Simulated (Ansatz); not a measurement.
System: Br2F2Hf.

```yaml
atoms:
  - { symbol: F, position_ang: [0.1826, -0.6181, 1.8443] }
  - { symbol: Hf, position_ang: [0.0841, -0.0972, 0.0373] }
  - { symbol: F, position_ang: [1.3527, -1.0985, -0.9294] }
  - { symbol: Br, position_ang: [-2.1910, -0.5817, -0.8386] }
  - { symbol: Br, position_ang: [0.6215, 2.3219, -0.1550] }
```

Geometry: PBE0-D4/def2-TZVP; core potentials replace the inner electrons of Hf.

Computed with Ansatz, RKS PBE0-D4/def2-TZVPP.

What will maps of the electron density and electron localisation function show?

Answer. Hf–Br (2.49 Å): the density is about 0.56 e/Å³ at the midpoint; the ELF peaks at about 0.75 in the valence shell of Br, 1.0 Å from its nucleus, and is about 0.50 at the midpoint.

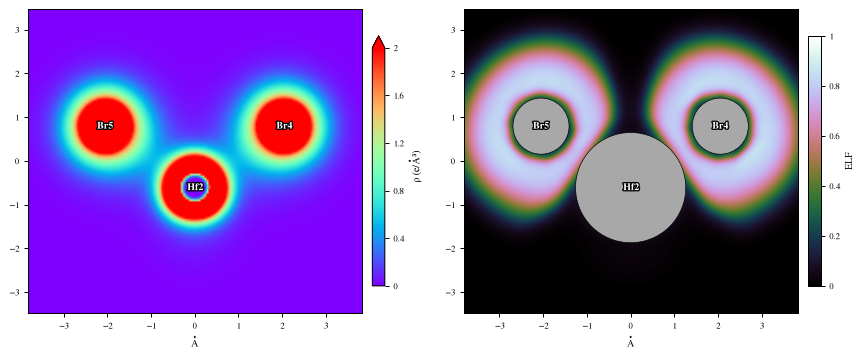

Computed electron density and electron localisation function on the plane of atoms Br4, Hf2 and Br5, in this order. Grey discs cover the atomic cores in the ELF map. 
